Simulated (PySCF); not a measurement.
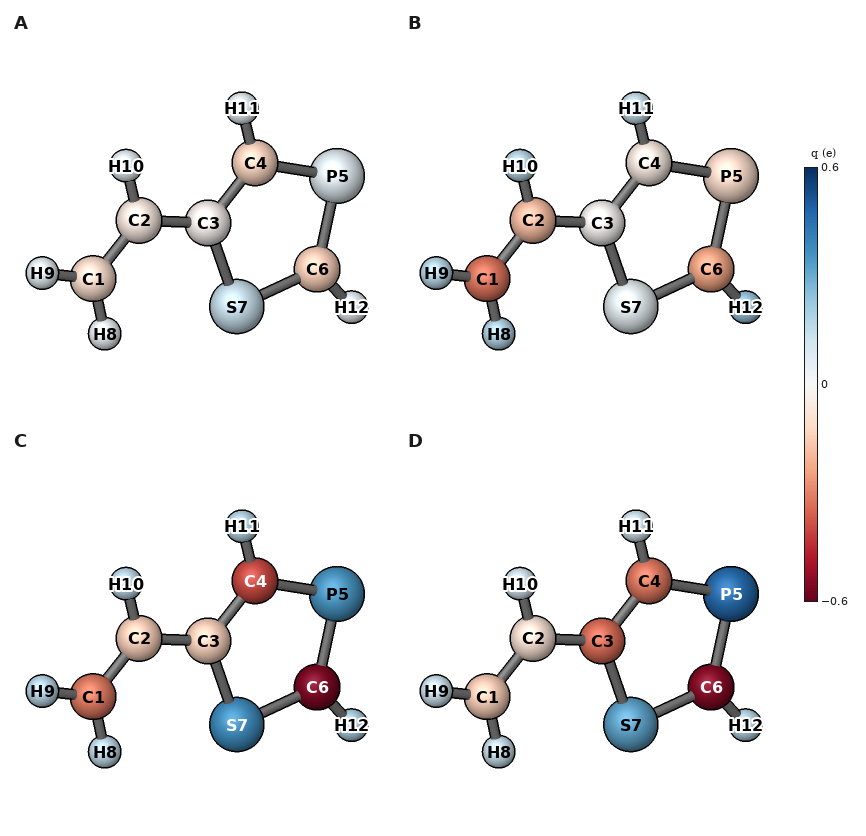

Atomic charges of one calculation by 4 schemes, on one colour scale. The geometry was computed by an optimisation with GFN2-xTB. No frequency run is at hand to confirm it as a minimum. Method: PBE0/pcSseg-1 (PySCF 2.14.0).

**The schemes are ESP-fitted, Hirshfeld, IAO, Mulliken. Which panel shows which?**

A Hirshfeld, B ESP-fitted, C IAO, D Mulliken.

List the charges (e), one line for each set of equivalent atoms.

```json
{"atom": "C1", "Hirshfeld": "−0.10", "ESP-fitted": "−0.32", "IAO": "−0.31", "Mulliken": "−0.14"}
{"atom": "C2", "Hirshfeld": "−0.05", "ESP-fitted": "−0.18", "IAO": "−0.14", "Mulliken": "−0.08"}
{"atom": "C3", "Hirshfeld": "−0.02", "ESP-fitted": "−0.01", "IAO": "−0.13", "Mulliken": "−0.33"}
{"atom": "C4", "Hirshfeld": "−0.13", "ESP-fitted": "−0.05", "IAO": "−0.40", "Mulliken": "−0.32"}
{"atom": "P5", "Hirshfeld": "0.06", "ESP-fitted": "−0.11", "IAO": "0.35", "Mulliken": "0.46"}
{"atom": "C6", "Hirshfeld": "−0.14", "ESP-fitted": "−0.23", "IAO": "−0.56", "Mulliken": "−0.55"}
{"atom": "S7", "Hirshfeld": "0.13", "ESP-fitted": "0.05", "IAO": "0.37", "Mulliken": "0.32"}
{"atom": "H8", "Hirshfeld": "0.04", "ESP-fitted": "0.17", "IAO": "0.15", "Mulliken": "0.13"}
{"atom": "H9", "Hirshfeld": "0.05", "ESP-fitted": "0.16", "IAO": "0.16", "Mulliken": "0.13"}
{"atom": "H10", "Hirshfeld": "0.06", "ESP-fitted": "0.16", "IAO": "0.16", "Mulliken": "0.10"}
{"atom": "H11", "Hirshfeld": "0.05", "ESP-fitted": "0.13", "IAO": "0.17", "Mulliken": "0.11"}
{"atom": "H12", "Hirshfeld": "0.05", "ESP-fitted": "0.22", "IAO": "0.19", "Mulliken": "0.17"}
```

The geometry is semi-empirical. Around P such bond lengths and angles can be off by a tenth of an ångström or more and by several degrees, and values that hang on the shape move with them.
